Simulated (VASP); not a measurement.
Band structure of PtSb (relaxed from the zinc blende structure, space group F-43m). Method: r2SCAN meta-GGA, VASP's PBE PAW potentials (set 64) (plane waves; VASP).

Unless said otherwise, spin-orbit coupling is left out, though it shifts the bands of the heavy elements here.

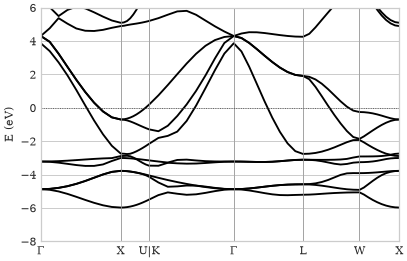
Fig. 1. Bands along high-symmetry lines, zero at the valence-band maximum or, without a gap, the Fermi level

**Question.** Read the plot: is there a gap, and where are the band edges?

**Answer.** It has no gap at this level: it comes out as a metal or semimetal.

The structure was generated: PtSb was put into the zinc blende type (F-43m), which need not be its known phase. It was relaxed first, which changed the volume by -18 %. The electron count is odd and the run is not spin-polarised, which forces a metal.
